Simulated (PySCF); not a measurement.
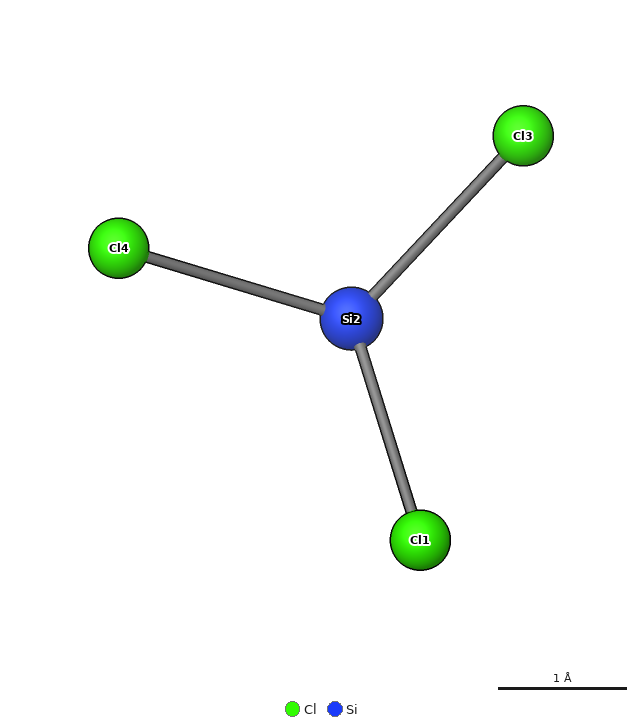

Cl3Si, doublet, SMILES `Cl[Si](Cl)Cl`. Deformation density (molecule less spherical, spin-averaged free atoms at the same positions), surfaces at ±0.3 e/Å³; orange: gain, blue: loss.

Computed with PySCF, HF/cc-pVDZ, geometry: GFN2-xTB. No frequency check shows the geometry to be a minimum. The stability of the open-shell solution wasn't checked. GFN2-xTB bond lengths at metals and heavier atoms can be off by up to 0.1 Å and shapes distorted, which carries into these values. GFN2-xTB doesn't know the spin state, so this open-shell geometry is rough.

Geometry (Å), atoms numbered from 1:

```
Cl1     -0.5053    1.8436    0.1441
Si2      0.0002   -0.0001   -0.5249
Cl3     -1.3440   -1.3593    0.1441
Cl4      1.8492   -0.4842    0.1441
```

Describe the bonding that the map shows.

Answer. Si2–Cl4, Si2–Cl3 and Cl1–Si2: +0.05 e/Å³ at the bond critical point (bond length 2.02 Å, Mayer order 1.1); up to 0.6 Å beside the axis the gain reaches +0.20 e/Å³. In all, 1.0 electrons gather in the regions of gain relative to the promolecule. A small or negative value marks a very polar bond, one between electron-rich atoms, whose free-atom densities already overlap strongly, a long bond to a heavier atom, or a closed-shell contact such as a hydrogen bond.

Where do the Hirshfeld charges lie?

Answer. The highest Hirshfeld charge is on Si2 (+0.36 e), the lowest on Cl1, Cl3 and Cl4 (−0.12 e).
